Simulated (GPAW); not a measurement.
# Work function of OH/Ag(110) at several levels

Wanted: work functions and dipole of OH/Ag(110), with the cost of each level.

Calculated with GPAW 26.7.0; GPAW, PAW setups; slab in vacuum, relaxation, in the first sound run; inputs show where later runs differ.

### Step 1. The starting structure

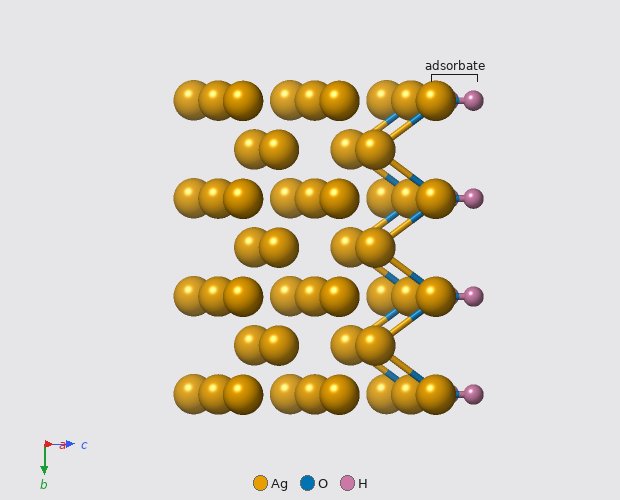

Start, viewed from the side, with the c axis across the page; silver orange, oxygen blue, hydrogen pink. 2×3×1 cells are drawn. O lies hidden behind other atoms in this view. Some periodic images of atoms are drawn too.

The cell holds 7 atoms: 5 Ag, 1 O and 1 H. Cell: a = 4.090 Å, b = 2.892 Å, c = 25.284 Å, α = 90.0°, β = 90.0°, γ = 90.0°. Vacuum lies along c.

Coordinates:

```
Ag O H
1.0
     4.09000    0.00000    0.00000
     0.00000    2.89207    0.00000
     0.00000    0.00000   25.28382
Ag O H
5 1 1
Cartesian
  0.0000 0.0000 9.0000
  2.0450 1.4460 10.4460
  0.0000 0.0000 11.8921
  2.0450 1.4460 13.3381
  0.0000 0.0000 14.7841
  2.0450 0.0000 15.3038
  2.0450 0.0000 16.2838
```

### Step 2. Relaxation

The atoms are relaxed first, since the surface dipole, and with it the work function, follows the positions of the outer layers. The lowest 3 atoms are held at bulk positions and keep their forces.

Contents of run.py:

```python
import json
import numpy as np
from ase import Atoms
from ase.constraints import FixAtoms
from ase.optimize import BFGS
from gpaw import GPAW, PW

slab = Atoms(
    ['Ag', 'Ag', 'Ag', 'Ag', 'Ag', 'O', 'H'],
    positions=[
        [0.00000, 0.00000, 9.00000],
        [2.04500, 1.44603, 10.44603],
        [0.00000, 0.00000, 11.89207],
        [2.04500, 1.44603, 13.33810],
        [0.00000, 0.00000, 14.78413],
        [2.04500, 0.00000, 15.30382],
        [2.04500, 0.00000, 16.28382]],
    cell=[[4.09, 0.0, 0.0], [0.0, 2.89207, 0.0], [0.0, 0.0, 25.28382]],
    pbc=[True, True, False])

slab.calc = GPAW(mode=PW(500), xc='PBE', kpts={'size': (8, 11, 1), 'gamma': True},
                 occupations={'name': 'fermi-dirac', 'width': 0.1}, nbands='160%',
                 convergence={'density': 1e-05}, maxiter=200,
                 poissonsolver={'dipolelayer': 'xy'},
                 symmetry={'tolerance': 1e-3, 'extra_ids': [1, 1, 1, 0, 0, 0, 0]}, txt='slab.txt')
result = {}
slab.set_constraint(FixAtoms([0, 1, 2]))
path = []
opt = BFGS(slab, maxstep=0.2)
opt.attach(lambda: path.append((slab.get_potential_energy(), slab.positions.tolist(), slab.get_forces().tolist())))
result['relaxed'] = bool(opt.run(fmax=0.03, steps=40))
result['path'] = path
energy = slab.get_potential_energy()
fermi = slab.calc.get_fermi_level()
v = slab.calc.get_electrostatic_potential().mean((0, 1)) - fermi
n = slab.calc.get_pseudo_density().mean((0, 1))
L = slab.cell[2, 2]
z = np.arange(len(v)) * L / len(v)
low, high = slab.positions[:, 2].min(), slab.positions[:, 2].max()
below, above = np.interp([low - 6.8, high + 6.8], z, v)
slopes = [np.interp(x, z, np.gradient(v, z)) for x in (low - 6.8, high + 6.8)]
eps = np.array([[slab.calc.get_eigenvalues(k, s) for k in range(len(slab.calc.get_ibz_k_points()))]
                for s in range(slab.calc.get_number_of_spins())]) - fermi
top, bottom = eps[eps < 0].max(), eps[eps > 0].min()
dipole = slab.get_dipole_moment()[2]
print(f'energy {energy:.4f} eV, Fermi level {fermi:.4f} eV, dipole {dipole:.5f} e A')
print(f'potential 6.8 A off the faces, from the Fermi level: lower {below:.4f} eV, upper {above:.4f} eV')
print(f'slope of the potential there: lower {slopes[0]:.5f}, upper {slopes[1]:.5f} eV/A')
print(f'nearest levels on the mesh: {top:.4f} and {bottom:.4f} eV')
print('magnetic moment', round(slab.get_magnetic_moment(), 3))
result.update(energy=energy, fermi=fermi, dipole=dipole, below=below, above=above, slopes=slopes, edges=[top, bottom],
              z=z.tolist(), v=v.tolist(), n=n.tolist(), positions=slab.positions.tolist(),
              forces=slab.get_forces(apply_constraint=False).tolist(), moments=slab.get_magnetic_moments().tolist())
json.dump(result, open('result.json', 'w'))
```

Run with:

```bash
> OMP_NUM_THREADS=1 OPENBLAS_NUM_THREADS=1 python run.py
```

The program printed:

```text
Step          Energy          fmax
BFGS:    0      -22.408025        1.732872
BFGS:    1      -22.452999        1.212945
BFGS:    2      -22.534123        1.720325
BFGS:    3      -22.630154        0.988792
BFGS:    4      -22.646438        0.480377
BFGS:    5      -22.655172        0.542030
BFGS:    6      -22.671896        0.592993
BFGS:    7      -22.692323        0.692648
BFGS:    8      -22.709655        0.538643
BFGS:    9      -22.718192        0.349901
BFGS:   10      -22.721703        0.322889
BFGS:   11      -22.728679        0.465421
BFGS:   12      -22.734353        0.922968
BFGS:   13      -22.743361        0.556295
BFGS:   14      -22.751640        0.114203
BFGS:   15      -22.752548        0.017478
energy -22.7292 eV, Fermi level -0.2434 eV, dipole 0.03421 e A
potential 6.8 A off the faces, from the Fermi level: lower 4.1568 eV, upper 3.6319 eV
slope of the potential there: lower -0.00004, upper -0.00003 eV/A
nearest levels on the mesh: -0.0037 and 0.0011 eV
magnetic moment 0.0
```

Elapsed: 1.8 h, on 1 thread of Arm Neoverse V1, shared host; peak memory 0.57 GiB.

The steps of the relaxation:

| step | energy less that of the first step (eV) | largest force (eV/Å) |
| --- | --- | --- |
| 1 | 0.0000 | 1.7329 |
| 2 | -0.0450 | 1.2129 |
| 3 | -0.1262 | 1.7203 |
| 4 | -0.2222 | 0.9888 |
| 5 | -0.2384 | 0.4804 |
| 6 | -0.2470 | 0.5420 |
| 7 | -0.2634 | 0.5930 |
| 8 | -0.2835 | 0.6926 |
| 9 | -0.3007 | 0.5386 |
| 10 | -0.3092 | 0.3499 |
| 11 | -0.3127 | 0.3229 |
| 12 | -0.3194 | 0.4654 |
| 13 | -0.3244 | 0.9230 |
| 14 | -0.3336 | 0.5563 |
| 15 | -0.3418 | 0.1142 |
| 16 | -0.3426 | 0.0175 |

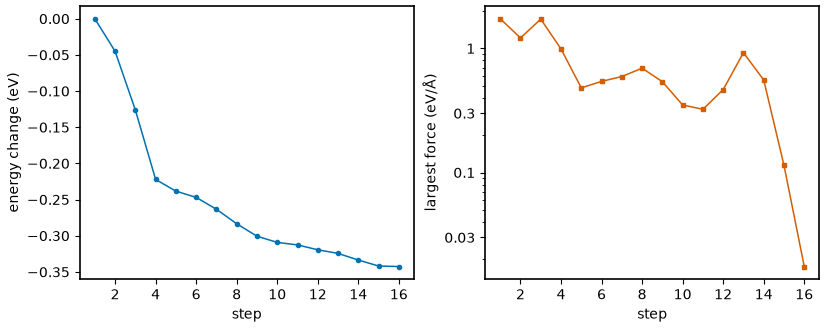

Energy and largest force along the relaxation.

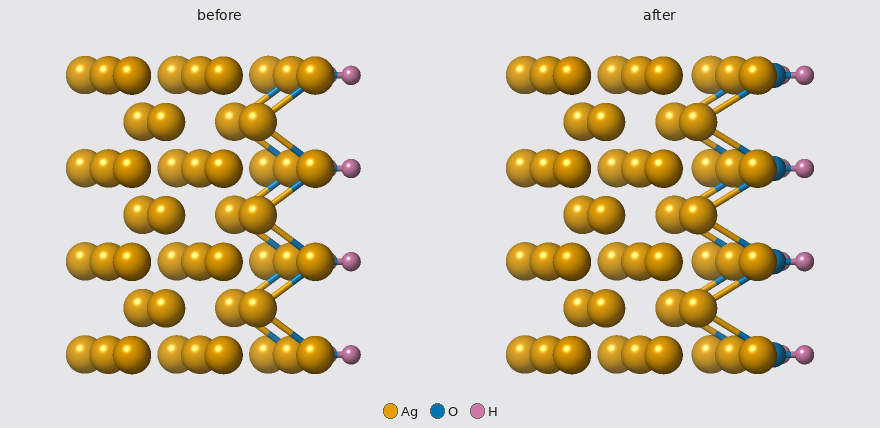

Before and after, at one scale.

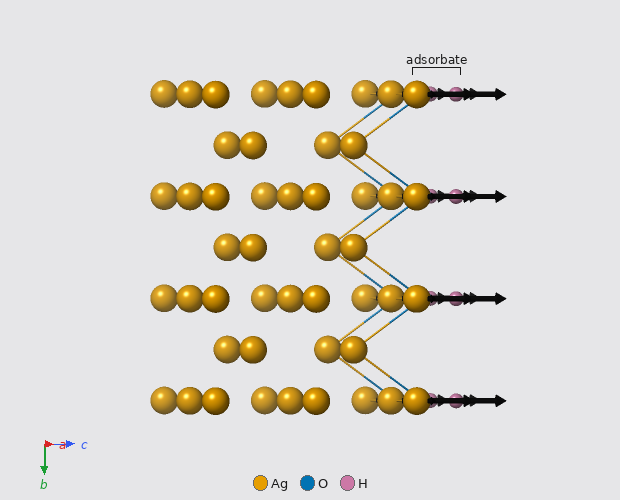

Displacements in the relaxation, exaggerated; the longest in the cell stands for 0.43 Å. O lies hidden behind other atoms in this view. 2×3×1 cells are drawn. Some periodic images of atoms are drawn too.

The atoms that moved most (Å):

| atom | dx | dy | dz | length |
| --- | --- | --- | --- | --- |
| O6 | 0.000 | 0.000 | 0.429 | 0.429 |
| H7 | 0.000 | 0.000 | 0.424 | 0.424 |
| Ag5 | 0.000 | 0.000 | 0.077 | 0.077 |
| Ag4 | 0.000 | 0.000 | 0.010 | 0.010 |

Final coordinates:

```
Ag O H
1.0
     4.09000    0.00000    0.00000
     0.00000    2.89207    0.00000
     0.00000    0.00000   25.28382
Ag O H
5 1 1
Direct
  0.00000 0.00000 0.35596
  0.50000 0.50000 0.41315
  0.00000 0.00000 0.47034
  0.50000 0.50000 0.52795
  0.00000 0.00000 0.58778
  0.50000 0.00000 0.62224
  0.50000 0.00000 0.66081
```

This step gave:

| Quantity | Value |
| --- | --- |
| dipole along the normal | 0.03421 e·Å |
| levels nearest the Fermi level on the mesh | -0.003705, 0.001130 eV from the Fermi level |
| upper work function | 3.632 eV |
| lower work function | 4.157 eV |

The electrostatic potential energy of an electron (without an applied field's), less the Fermi level, planar mean oscillates, so the rows of the table below give means over windows of 1.5 Å about each position, cut where the curve ends. Its maxima inside the range that stand out by 2 % of the span (Å: eV): 9.7: -4.52, 11.1: -4.75, 12.6: -4.41, 14.1: -3.67, 15.5: -5.54, 16.4: 2.76. Its minima: 9.0: -11.4, 10.5: -11.8, 11.9: -11.9, 13.4: -11.5, 14.9: -10.8, 15.6: -6.12, 16.8: 2.11.

Electrostatic potential energy of an electron (without an applied field's), less the Fermi level, planar mean against z; means over each step:

| z (Å) | electrostatic potential energy of an electron (without an applied field's), less the Fermi level, planar mean (eV) |
| --- | --- |
| 0.75 | 4.12 |
| 2.25 | 4.16 |
| 3.75 | 4.16 |
| 5.25 | 4.15 |
| 6.75 | 4.00 |
| 8.25 | -1.94 |
| 9.75 | -8.16 |
| 11.25 | -8.34 |
| 12.75 | -8.05 |
| 14.25 | -7.26 |
| 15.75 | -3.42 |
| 17.25 | 3.04 |
| 18.75 | 3.62 |
| 20.25 | 3.63 |
| 21.75 | 3.63 |
| 23.25 | 3.63 |
| 24.75 | 3.66 |

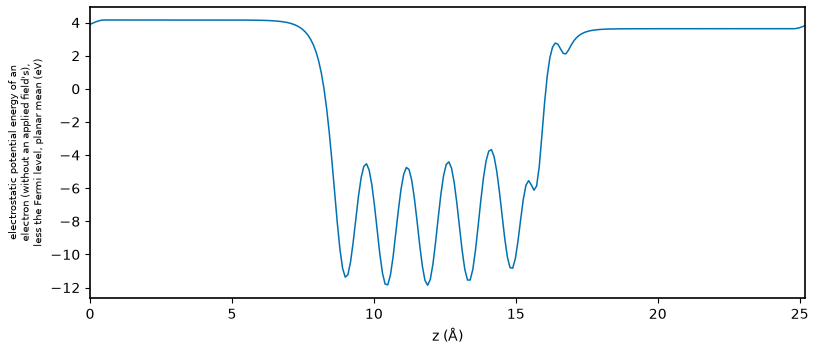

Electrostatic potential energy of an electron (without an applied field's), less the Fermi level, planar mean, plotted against z.

The pseudo valence density, planar mean oscillates, so the rows of the table below give means over windows of 1.5 Å about each position, cut where the curve ends. Its maxima inside the range that stand out by 2 % of the span (Å: e/Å³): 9.0: 1.60, 10.5: 1.62, 11.8: 1.56, 13.3: 1.61, 14.8: 1.60. Its minima: 9.7: 0.492, 11.2: 0.502, 12.5: 0.498, 14.0: 0.441.

Table of pseudo valence density, planar mean by z; means over each step:

| z (Å) | pseudo valence density, planar mean (e/Å³) |
| --- | --- |
| 5.25 | 1.4e-4 |
| 6.75 | 0.00539 |
| 8.25 | 0.478 |
| 9.75 | 1.01 |
| 11.25 | 1.01 |
| 12.75 | 1.000 |
| 14.25 | 0.947 |
| 15.75 | 0.688 |
| 17.25 | 0.0459 |
| 18.75 | 4.3e-4 |
| 20.25 | 7.7e-6 |

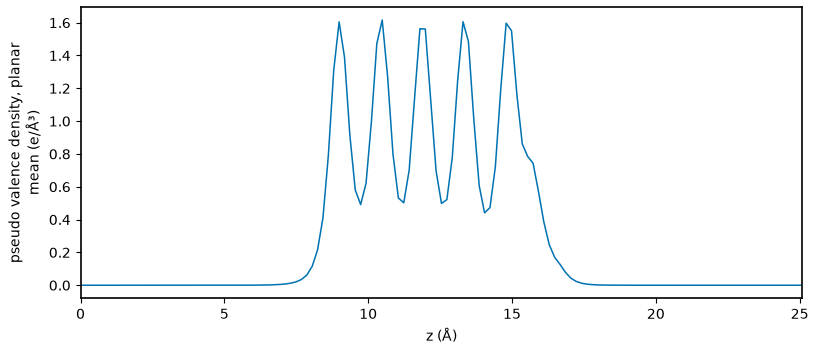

Pseudo valence density, planar mean against z.

The relaxation lowered the energy of the cell by 0.343 eV (energies extrapolated to zero smearing; the optimiser's log prints free energies). The largest force left on a free atom is 0.017 eV/Å.

### Step 3. The slab's potential

The work function is the vacuum plateau of the electrostatic potential less the Fermi level; a dipole layer lets the two faces have plateaus of their own.

This step: GPAW, PAW setups; slab in vacuum (GPAW 26.7.0).

Edit run.py of step 2 so:

```diff
@@ -3,4 +3,2 @@
 from ase import Atoms
-from ase.constraints import FixAtoms
-from ase.optimize import BFGS
 from gpaw import GPAW, PW
@@ -13,6 +11,6 @@
         [0.00000, 0.00000, 11.89207],
-        [2.04500, 1.44603, 13.33810],
-        [0.00000, 0.00000, 14.78413],
-        [2.04500, 0.00000, 15.30382],
-        [2.04500, 0.00000, 16.28382]],
+        [2.04500, 1.44603, 13.34856],
+        [0.00000, 0.00000, 14.86128],
+        [2.04500, 0.00000, 15.73257],
+        [2.04500, 0.00000, 16.70774]],
     cell=[[4.09, 0.0, 0.0], [0.0, 2.89207, 0.0], [0.0, 0.0, 25.28382]],
@@ -24,10 +22,4 @@
                  poissonsolver={'dipolelayer': 'xy'},
-                 symmetry={'tolerance': 1e-3, 'extra_ids': [1, 1, 1, 0, 0, 0, 0]}, txt='slab.txt')
+                 symmetry={'tolerance': 1e-3}, txt='slab.txt')
 result = {}
-slab.set_constraint(FixAtoms([0, 1, 2]))
-path = []
-opt = BFGS(slab, maxstep=0.2)
-opt.attach(lambda: path.append((slab.get_potential_energy(), slab.positions.tolist(), slab.get_forces().tolist())))
-result['relaxed'] = bool(opt.run(fmax=0.03, steps=40))
-result['path'] = path
 energy = slab.get_potential_energy()
```

The program printed:

```text
energy -22.7292 eV, Fermi level -0.2434 eV, dipole 0.03412 e A
potential 6.8 A off the faces, from the Fermi level: lower 4.1571 eV, upper 3.6316 eV
slope of the potential there: lower -0.00002, upper -0.00005 eV/A
nearest levels on the mesh: -0.0037 and 0.0011 eV
magnetic moment 0.0
```

Wall time 13 min (1 thread); peak memory 0.56 GiB.

Numbers from this step:

```yaml
dipole_along_the_normal: 0.03412 e·Å
levels_nearest_the_fermi_level_on_the_mesh: -0.003672, 0.001122 eV from the Fermi level
```

The electrostatic potential energy of an electron (without an applied field's), less the Fermi level, planar mean oscillates, so the rows of the table below give means over windows of 1.5 Å about each position, cut where the curve ends. Its maxima inside the range that stand out by 2 % of the span (Å: eV): 9.7: -4.52, 11.1: -4.75, 12.6: -4.41, 14.1: -3.67, 15.5: -5.54, 16.4: 2.76. Its minima: 9.0: -11.4, 10.5: -11.8, 11.9: -11.9, 13.4: -11.5, 14.9: -10.8, 15.6: -6.12, 16.8: 2.11.

Table of electrostatic potential energy of an electron (without an applied field's), less the Fermi level, planar mean by z; means over each step:

(Unchanged from step 2.)

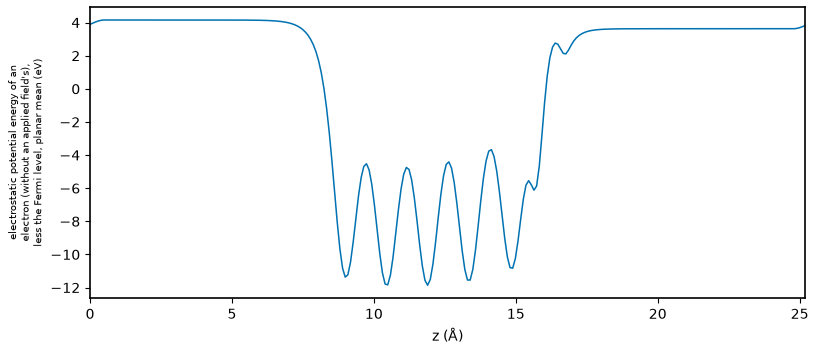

Electrostatic potential energy of an electron (without an applied field's), less the Fermi level, planar mean against z.

The pseudo valence density, planar mean oscillates, so the rows of the table below give means over windows of 1.5 Å about each position, cut where the curve ends. Its maxima inside the range that stand out by 2 % of the span (Å: e/Å³): 9.0: 1.60, 10.5: 1.62, 11.8: 1.56, 13.3: 1.61, 14.8: 1.60. Its minima: 9.7: 0.492, 11.2: 0.502, 12.5: 0.498, 14.0: 0.441.

The pseudo valence density, planar mean by z; means over each step:

| z (Å) | pseudo valence density, planar mean (e/Å³) |
| --- | --- |
| 5.25 | 1.4e-4 |
| 6.75 | 0.00539 |
| 8.25 | 0.478 |
| 9.75 | 1.01 |
| 11.25 | 1.01 |
| 12.75 | 1.000 |
| 14.25 | 0.947 |
| 15.75 | 0.688 |
| 17.25 | 0.0459 |
| 18.75 | 4.3e-4 |
| 20.25 | 7.9e-6 |

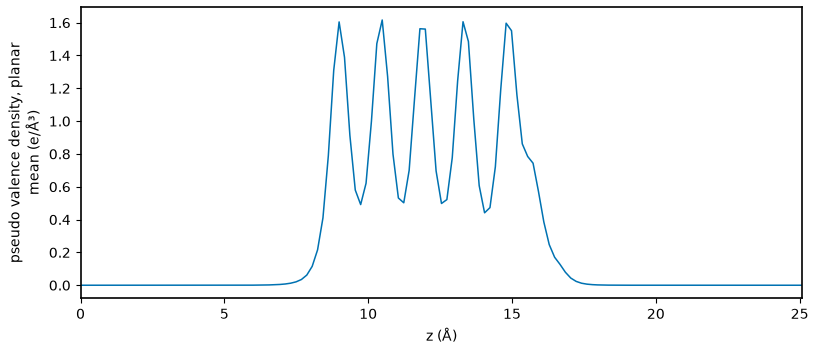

Pseudo valence density, planar mean against z.

Force by atom:

| atom | x (eV/Å) | y (eV/Å) | z (eV/Å) | size |
| --- | --- | --- | --- | --- |
| Ag1 | 0.000 | 0.000 | 0.094 | 0.094 |
| Ag2 | 0.000 | 0.000 | -0.341 | 0.341 |
| Ag3 | 0.000 | 0.000 | 0.215 | 0.215 |
| Ag4 | 0.000 | 0.000 | -0.009 | 0.009 |
| Ag5 | 0.000 | 0.000 | -0.007 | 0.007 |
| O6 | 0.000 | 0.000 | 0.013 | 0.013 |
| H7 | 0.000 | 0.000 | 0.017 | 0.017 |

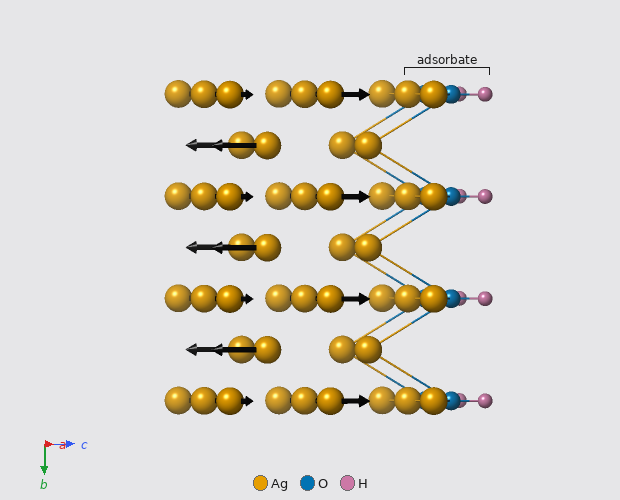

Force as arrows, the longest 0.341 eV/Å. 2×3×1 cells are drawn. Some periodic images of atoms are drawn too.

The potential is flat to 4.9e-5 eV/Å where it is read, so the vacuum is wide enough.

(Continued in part 2 of 2.)

[Logs are printed without paths, hosts, clocks, repeated set-up lines and the standing remarks that a program may print on its own settings, such as how far it seeks lower states.]

[Hosts, paths, dates, database ids (printed as entryN), source tags and the programs' standing remarks are cut or masked in the printed files.]
